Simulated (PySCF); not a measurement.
**C5H11BF2S: NMR shifts in solvents**

Aim: compute the NMR shifts of C5H11BF2S (`C[S@+]([BH2-]C1CC1)C(F)F`), and see what a dielectric continuum does where one was used.

The runs use PySCF 2.14.0, with density-fitted response routines of our own; the level of theory stands in each step. All values are computed, except where a source is named. Atoms are numbered from 0 throughout.

**1. Starting geometry**

20 atoms, charge 0, multiplicity 1; geometry from: GFN2-xTB. The atoms were then displaced at random by about 0.01 Å, so the start is not that level's minimum.

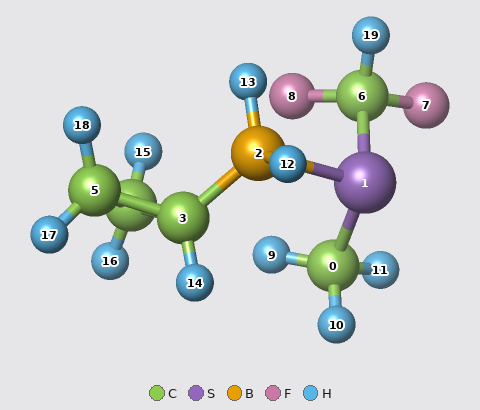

As it starts; carbon green, sulfur purple, boron amber, fluorine pink, hydrogen blue, atoms numbered.

**2. Relaxing the molecule at PBE0-D3(BJ)/def2-SVP**

What the job is given:

```
{"job": {"xc": "PBE0", "basis": "def2-SVP", "d3": "d3bj", "grid": 1, "shake": 0.01, "kind": "geom"}, "charge": 0, "multiplicity": 1}
C     -1.446130     1.058260    -1.270720
S     -1.602830     0.745850     0.505200
B      0.326910     0.342340     1.185210
C      1.371120     0.546880    -0.032460
C      1.557220    -0.521940    -1.090350
C      2.617590    -0.241380    -0.068240
C     -2.261910    -0.961700     0.377560
F     -3.516010    -0.915100    -0.101400
F     -1.568420    -1.699390    -0.461460
H     -0.752590     0.395490    -1.706090
H     -1.126870     2.103180    -1.365330
H     -2.445470     0.979770    -1.713450
H      0.390460     1.174050     2.033830
H      0.195230    -0.764630     1.584510
H      1.449390     1.551090    -0.397850
H      1.011200    -1.429100    -0.993770
H      1.747200    -0.196990    -2.103240
H      3.515910     0.258110    -0.379060
H      2.781080    -0.987790     0.711030
H     -2.294060    -1.421610     1.374170
```

Started as:

```
> OMP_NUM_THREADS=1 python probes_run.py task.json out
```

One launch serves the whole session: the jobs run in the order shown.

The log of the run:

```text
step   0  E = -818.80026966  max force = 0.031958
step   1  E = -818.80684106  max force = 0.007918
step   2  E = -818.80729595  max force = 0.003147
step   3  E = -818.80736257  max force = 0.001556
step   4  E = -818.80745832  max force = 0.002163
step   5  E = -818.80765841  max force = 0.009704
step   6  E = -818.80781255  max force = 0.006149
step   7  E = -818.80796006  max force = 0.000757
step   8  E = -818.80807967  max force = 0.004980
step   9  E = -818.80784005  max force = 0.013216
step  10  E = -818.80826171  max force = 0.007528
step  11  E = -818.80847923  max force = 0.004525
step  12  E = -818.80837084  max force = 0.003449
step  13  E = -818.80881429  max force = 0.000907
step  14  E = -818.80882052  max force = 0.000529
step  15  E = -818.80883202  max force = 0.000479
step  16  E = -818.80883930  max force = 0.001099
step  17  E = -818.80885000  max force = 0.000817
step  18  E = -818.80885921  max force = 0.000413
optimisation converged
```

Run time: 4.9 min. Hardware: 1 thread of Arm Neoverse V2, shared host; peak memory 0.91 GiB.

The steps of the relaxation: (the energy doesn't fall at every step)

| step | energy from step 0 (eV) | largest force component (eV/Å) |
| --- | --- | --- |
| 0 | 0.0000 | 1.6433 |
| 1 | -0.1788 | 0.4072 |
| 2 | -0.1912 | 0.1618 |
| 3 | -0.1930 | 0.0800 |
| 4 | -0.1956 | 0.1112 |
| 5 | -0.2011 | 0.4990 |
| 6 | -0.2053 | 0.3162 |
| 7 | -0.2093 | 0.0389 |
| 8 | -0.2125 | 0.2561 |
| 9 | -0.2060 | 0.6796 |
| 10 | -0.2175 | 0.3871 |
| 11 | -0.2234 | 0.2327 |
| 12 | -0.2204 | 0.1774 |
| 13 | -0.2325 | 0.0466 |
| 14 | -0.2327 | 0.0272 |
| 15 | -0.2330 | 0.0246 |
| 16 | -0.2332 | 0.0565 |
| 17 | -0.2335 | 0.0420 |
| 18 | -0.2337 | 0.0212 |

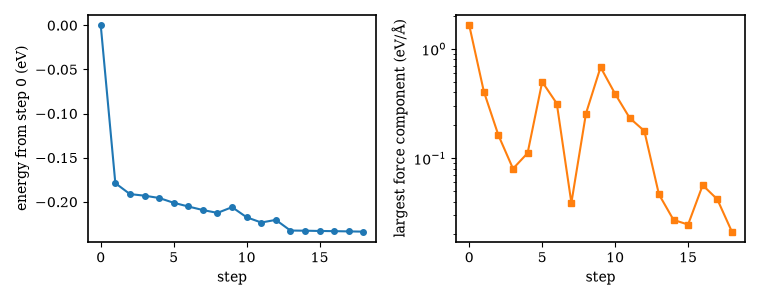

Energy and largest force along the relaxation.

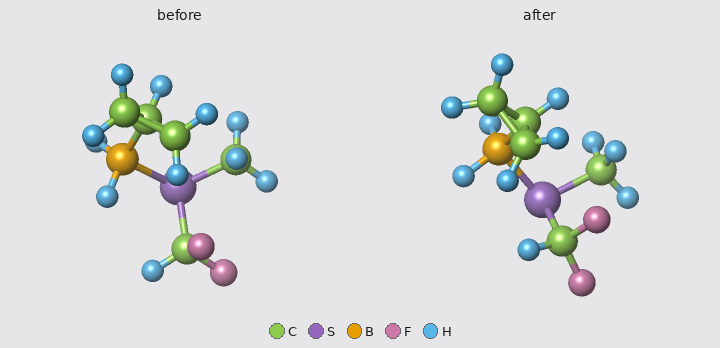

The geometry before (left) and after (right).

Close pairs (by a distance rule), those that changed most:

```
  bond  before (Å)  after (Å)  change (Å)
 S1–B2       2.085      1.990      -0.095
 C0–H9       1.053      1.097      +0.043
B2–H13       1.184      1.227      +0.043
 C3–C5       1.475      1.511      +0.035
B2–H12       1.190      1.225      +0.035
C4–H15       1.063      1.095      +0.032
 B2–C3       1.617      1.586      -0.031
C3–H14       1.071      1.098      +0.026
```

The final coordinates are the input of the step that follows.

| at the end point | value |
| --- | --- |
| point group (found at 0.08 Å tolerance) | C1 |
| rotational constants (GHz, main isotopes) | 2.096, 0.901, 0.764 |
| dipole moment (D) | 2.97 |

**3. Nuclear shieldings: PBE0/pcSseg-1 in chloroform**

What the job is given:

```
{"job": {"kind": "nmr", "xc": "PBE0", "basis": "pcSseg-1", "solvent": "chloroform", "pop": true}, "charge": 0, "multiplicity": 1}
C     -2.232075     1.297126    -0.802928
S     -1.805303     0.308431     0.639689
B      0.110698     0.656286     1.050380
C      1.038144     0.473674    -0.222991
C      1.569934    -0.878956    -0.629205
C      2.484078     0.108890     0.018469
C     -1.838422    -1.361806    -0.114934
F     -3.097866    -1.814709    -0.135597
F     -1.389776    -1.340575    -1.371059
H     -1.505665     1.122292    -1.605634
H     -2.185480     2.342699    -0.471926
H     -3.251335     1.051350    -1.127308
H     -0.016280     1.791219     1.493042
H      0.270971    -0.174974     1.938266
H      0.902313     1.173737    -1.057521
H      1.267106    -1.752727    -0.042633
H      1.708210    -1.090619    -1.693359
H      3.251907     0.583936    -0.598901
H      2.794680    -0.074495     1.051291
H     -1.202791    -2.012344     0.507363
```

Method: GIAO PBE0/pcSseg-1 NMR shielding, non-relativistic, IEF-PCM chloroform.

The log of the run:

```text
coarse grid: 17136 points
cycle   1  E = -818.9735952181  dE =  1.133e+00  |g| = 7.878e-01  |ddm| = 3.844e+00
cycle   2  E = -818.8671399098  dE =  1.065e-01  |g| = 1.127e+00  |ddm| = 1.321e+00
cycle   3  E = -819.1063557355  dE = -2.392e-01  |g| = 6.530e-02  |ddm| = 7.492e-01
cycle   4  E = -819.1070466662  dE = -6.909e-04  |g| = 3.640e-02  |ddm| = 8.540e-02
cycle   5  E = -819.1073453236  dE = -2.987e-04  |g| = 7.203e-03  |ddm| = 3.715e-02
cycle   6  E = -819.1073564894  dE = -1.117e-05  |g| = 2.075e-03  |ddm| = 8.299e-03
cycle   7  E = -819.1073575075  dE = -1.018e-06  |g| = 3.381e-04  |ddm| = 1.786e-03
final grid: 161296 points
cycle   8  E = -819.1739809823  dE = -5.311e-05  |g| = 9.782e-03  |ddm| = 3.659e-02
cycle   9  E = -819.1739692273  dE =  1.175e-05  |g| = 1.225e-02  |ddm| = 1.867e-02
cycle  10  E = -819.1740048676  dE = -3.564e-05  |g| = 6.393e-04  |ddm| = 1.016e-02
cycle  11  E = -819.1740049411  dE = -7.348e-08  |g| = 2.472e-04  |ddm| = 6.050e-04
cycle  12  E = -819.1740049511  dE = -9.959e-09  |g| = 6.644e-05  |ddm| = 1.920e-04
cycle  13  E = -819.1740049520  dE = -8.886e-10  |g| = 1.821e-05  |ddm| = 7.012e-05
converged SCF energy = -819.1740049520

GIAO shielding tensors (ppm)
atom      isotropic    diamagn.    paramagn.     s11        s22        s33       span
  0 C      170.294     253.297     -83.003    157.029    167.029    186.824     29.795
  1 S      409.432    1058.443    -649.011    220.527    367.423    640.345    419.819
  2 B      115.989     188.365     -72.376     95.859    118.317    133.791     37.932
  3 C      189.359     249.823     -60.463    159.405    186.104    222.569     63.164
  4 C      176.890     251.286     -74.395    145.844    173.522    211.306     65.462
  5 C      179.436     255.162     -75.726    153.153    174.032    211.123     57.969
  6 C       60.529     247.944    -187.415     36.342     65.884     79.361     43.019
  7 F      291.943     468.974    -177.032    183.771    318.721    373.336    189.565
  8 F      294.161     476.320    -182.159    188.985    301.101    392.397    203.411
  9 H       28.300      31.737      -3.437     23.417     28.329     33.154      9.737
 10 H       29.051      29.167      -0.116     24.059     25.951     37.144     13.085
 11 H       28.752      27.760       0.993     23.165     26.131     36.961     13.796
 12 H       28.786      30.545      -1.760     23.813     29.505     33.040      9.227
 13 H       29.698      31.228      -1.531     24.653     31.251     33.188      8.535
 14 H       31.561      32.833      -1.272     24.431     29.839     40.414     15.983
 15 H       31.392      32.126      -0.734     26.945     28.458     38.773     11.828
 16 H       30.821      30.993      -0.172     25.683     26.475     40.304     14.622
 17 H       30.732      30.452       0.281     24.515     26.517     41.165     16.650
 18 H       31.219      31.328      -0.109     24.799     28.758     40.099     15.301
 19 H       24.442      29.683      -5.242     20.468     25.444     27.414      6.946
```

It took 34 s on 1 thread of Arm Neoverse V2, shared host; peak memory 1.2 GiB.

The references, computed at this level on geometries of the same kind, shield at (ppm): ¹H TMS 31.25, ¹³C TMS 185.2, ¹⁹F CFCl3 179.6, ¹¹B BF3·OEt2 101.2, ³³S CS2 495. Their shielding less the atom's gives the shift. The references are single molecules in the same continuum, so shifts against H2O, NH3, PH3, H3PO4 or CFCl3 are not on the usual liquid scales and can be off by tens of ppm. Atoms listed in one row are averaged.

```
       atoms                                environment  σ (ppm)  δ (ppm)
          C6                 sp3 CH bonded to 2 F and S     60.5    124.6
          C0                  methyl carbon bonded to S    170.3     14.9
          C4                 three-membered-ring carbon    176.9      8.3
          C5                 three-membered-ring carbon    179.4      5.7
          C3                 three-membered-ring carbon    189.4     -4.2
         H19  hydrogen on an sp3 CH bonded to 2 F and S    24.44     6.81
H9, H10, H11    hydrogen on a methyl carbon bonded to S    28.70     2.55
         H12         hydrogen on a boron bonded to C, S    28.79     2.46
         H13         hydrogen on a boron bonded to C, S    29.70     1.55
         H17   hydrogen on a three-membered-ring carbon    30.73     0.51
         H16   hydrogen on a three-membered-ring carbon    30.82     0.43
         H18   hydrogen on a three-membered-ring carbon    31.22     0.03
         H15   hydrogen on a three-membered-ring carbon    31.39    -0.15
         H14   hydrogen on a three-membered-ring carbon    31.56    -0.31
          S1                    sulfur bonded to 2 C, B      409       86
          B2                  boron bonded to C, S, 2 H    116.0    -14.8
          F7                    fluorine of a CF2 group    291.9   -112.3
          F8                    fluorine of a CF2 group    294.2   -114.5
```

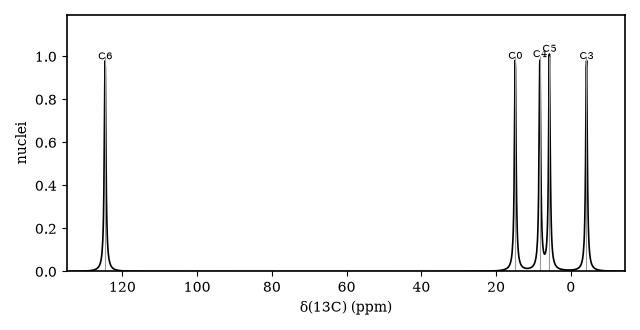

¹³C lines at the computed shifts, without couplings. Lines are broadened to a width of 0.52 ppm (Lorentzian).

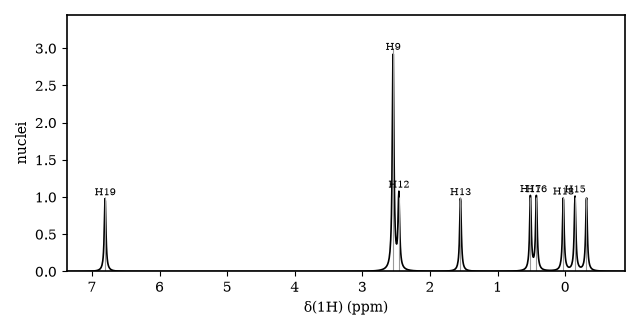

¹H lines at the computed shifts, without couplings. Lines are broadened to a width of 0.03 ppm (Lorentzian).

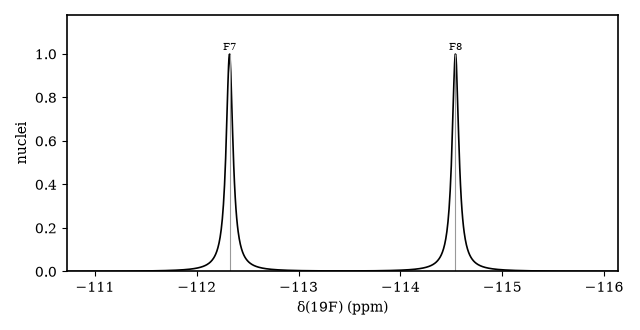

¹⁹F lines at the computed shifts, without couplings. Lines are broadened to a width of 0.08 ppm (Lorentzian).

Charges from the same density, by scheme (e):

```csv
atoms,Mulliken,IAO,Hirshfeld,ESP fit
C0,-0.38,-0.51,-0.10,-0.48
S1,0.04,0.51,0.22,0.09
B2,-0.03,-0.34,-0.06,-0.42
C3,-0.43,-0.25,-0.13,0.12
C4,-0.23,-0.29,-0.11,-0.19
C5,-0.23,-0.28,-0.10,-0.49
C6,0.45,0.35,0.16,0.24
F7,-0.28,-0.28,-0.10,-0.17
F8,-0.26,-0.27,-0.06,-0.15
```

Hirshfeld charges:

C0 -0.10; S1 0.22; B2 -0.06; C3 -0.13; C4 -0.11; C5 -0.10; C6 0.16; F7 -0.10; F8 -0.06; H9 0.06; H10 0.07; H11 0.07; H12 -0.10; H13 -0.09; H14 0.03; H15 0.03; H16 0.04; H17 0.04; H18 0.04; H19 0.07

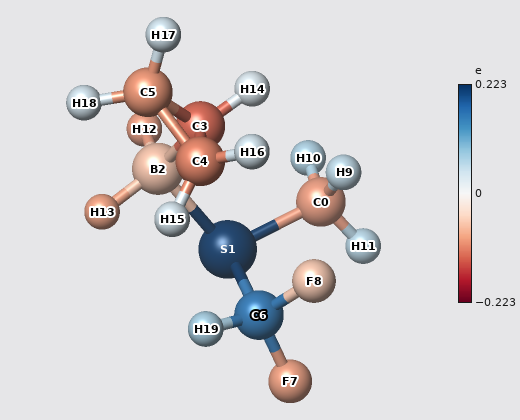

Hirshfeld charges, as colours on the atoms.

Mayer bond orders: C0–S1 0.95, S1–B2 0.59, B2–C3 0.92, C3–C4 0.97, C4–C5 0.98, S1–C6 0.92, C6–F7 0.97, C6–F8 0.97, C5–C3 0.96.

Ring of atoms C3, C4, C5: NICS(0) -45.2, NICS(1) -8.6, NICS(1)zz -23.0 ppm (means of both faces).

In rings of three or four atoms NICS is ruled by the nearby σ bonds, so it says little on aromaticity.

**4. NMR shieldings: PBE0/pcSseg-1 in dichloromethane**

Same as in step 3 but for these lines:

```diff
@@ -1,2 +1,2 @@
-{"job": {"kind": "nmr", "xc": "PBE0", "basis": "pcSseg-1", "solvent": "chloroform", "pop": true}, "charge": 0, "multiplicity": 1}
+{"job": {"kind": "nmr", "xc": "PBE0", "basis": "pcSseg-1", "solvent": "dichloromethane", "pop": false}, "charge": 0, "multiplicity": 1}
 C     -2.232075     1.297126    -0.802928
```

With the program's defaults for keys left out, this is: GIAO PBE0/pcSseg-1 NMR shielding, non-relativistic, IEF-PCM dichloromethane.

The log of the run:

```text
coarse grid: 17136 points
cycle   1  E = -818.9761490640  dE =  1.131e+00  |g| = 7.854e-01  |ddm| = 3.844e+00
cycle   2  E = -818.8729134982  dE =  1.032e-01  |g| = 1.118e+00  |ddm| = 1.302e+00
cycle   3  E = -819.1078681190  dE = -2.350e-01  |g| = 6.521e-02  |ddm| = 7.343e-01
cycle   4  E = -819.1085561974  dE = -6.881e-04  |g| = 3.608e-02  |ddm| = 8.417e-02
cycle   5  E = -819.1088494879  dE = -2.933e-04  |g| = 7.025e-03  |ddm| = 3.665e-02
cycle   6  E = -819.1088600789  dE = -1.059e-05  |g| = 2.065e-03  |ddm| = 8.014e-03
cycle   7  E = -819.1088610930  dE = -1.014e-06  |g| = 3.203e-04  |ddm| = 1.774e-03
final grid: 161296 points
cycle   8  E = -819.1754792202  dE = -5.316e-05  |g| = 9.771e-03  |ddm| = 3.655e-02
cycle   9  E = -819.1754678002  dE =  1.142e-05  |g| = 1.219e-02  |ddm| = 1.856e-02
cycle  10  E = -819.1755030579  dE = -3.526e-05  |g| = 6.387e-04  |ddm| = 1.003e-02
cycle  11  E = -819.1755031304  dE = -7.246e-08  |g| = 2.479e-04  |ddm| = 5.966e-04
cycle  12  E = -819.1755031403  dE = -9.970e-09  |g| = 6.503e-05  |ddm| = 1.926e-04
cycle  13  E = -819.1755031412  dE = -8.520e-10  |g| = 1.811e-05  |ddm| = 6.892e-05
converged SCF energy = -819.1755031412

GIAO shielding tensors (ppm)
atom      isotropic    diamagn.    paramagn.     s11        s22        s33       span
  0 C      170.310     253.333     -83.023    157.037    166.931    186.962     29.925
  1 S      410.368    1058.456    -648.088    222.634    367.770    640.701    418.067
  2 B      116.156     188.312     -72.156     96.074    118.405    133.990     37.916
  3 C      189.513     249.771     -60.258    159.503    186.228    222.807     63.304
  4 C      177.108     251.346     -74.238    146.090    173.719    211.516     65.427
  5 C      179.622     255.269     -75.646    153.396    174.119    211.352     57.955
  6 C       60.550     247.955    -187.405     36.439     65.721     79.491     43.052
  7 F      292.531     469.016    -176.484    184.069    319.201    374.324    190.255
  8 F      294.755     476.368    -181.613    189.511    301.645    393.109    203.599
  9 H       28.289      31.716      -3.427     23.402     28.311     33.153      9.751
 10 H       29.008      29.115      -0.107     24.001     25.901     37.122     13.122
 11 H       28.701      27.702       0.999     23.104     26.063     36.938     13.834
 12 H       28.841      30.631      -1.790     23.881     29.579     33.063      9.181
 13 H       29.734      31.289      -1.555     24.710     31.292     33.201      8.491
 14 H       31.532      32.799      -1.267     24.398     29.785     40.414     16.016
 15 H       31.347      32.097      -0.750     26.875     28.401     38.766     11.892
 16 H       30.814      30.991      -0.177     25.659     26.459     40.324     14.665
 17 H       30.737      30.446       0.290     24.511     26.506     41.192     16.680
 18 H       31.253      31.360      -0.106     24.830     28.788     40.142     15.312
 19 H       24.395      29.604      -5.210     20.428     25.378     27.378      6.950
```

Run time: 31 s. Hardware: 1 thread of Arm Neoverse V2, shared host; peak memory 1.2 GiB.

In short: δ C6 124.8, C0 15.0, C4 8.2, C5 5.7, H19 6.85, H9 2.58 ppm (means over like atoms).

**5. Comparing the runs: NMR shifts**

Isotropic shieldings (ppm) of some atoms, chosen among heavy atoms and hydrogens apart, with basis size and wall time:

```
                             run     C4     C5    H19    H12   S1     F7     F8  functions  time
     PBE0/pcSseg-1 in chloroform  176.9  179.4  24.44  28.79  409  291.9  294.2        215  34 s
PBE0/pcSseg-1 in dichloromethane  177.1  179.6  24.39  28.84  410  292.5  294.8        215  31 s
```

The continuum's effect on the ground state:

```
        solvent     ε  polarisation energy (Eh)  μ (D)
     chloroform  4.71                   -0.0083   3.53
dichloromethane  8.93                   -0.0102   3.66
```

**6. What came out**

| quantity | value |
| --- | --- |
| point group | C1 |
| rotational constants (main isotopes) | 2.10, 0.90, 0.76 GHz |
| ¹³C shifts against TMS (PBE0/pcSseg-1, chloroform) | 124.6, 14.9, 8.3, 5.7, -4.2 ppm |
| ¹H shifts against TMS (PBE0/pcSseg-1, chloroform, means over atoms taken as alike) | 6.81, 2.55, 2.46, 1.55, 0.51, 0.43, 0.03, -0.15, -0.31 ppm |
| ³³S shifts against CS2 (PBE0/pcSseg-1, chloroform) | 86 ppm |
| ¹¹B shifts against BF3·OEt2 (PBE0/pcSseg-1, chloroform) | -14.8 ppm |
| ¹⁹F shifts against CFCl3 (PBE0/pcSseg-1, chloroform) | -112.3, -114.5 ppm |
| range of the shielding of S1 | 409 to 410 ppm |

**Reading.** Relaxing lowered the energy by 0.234 eV in 18 steps; the close pair that moved most is S1–B2, from 2.085 to 1.990 Å. The most deshielded hydrogen is H19 (hydrogen on an sp3 CH bonded to 2 F and S), at 6.81 ppm: its carbon carries F, an electronegative neighbour. At PBE0/pcSseg-1: The widest tensor belongs to S1: span 420 ppm, with a paramagnetic part of -649 ppm. In ppm, S1 moves most: its shielding spreads over 1 ppm, from 409 (PBE0/pcSseg-1 in chloroform) to 410 (PBE0/pcSseg-1 in dichloromethane). The continuum holds electrostatics alone: no hydrogen bonds to the solvent, and the gas-phase geometry is kept.
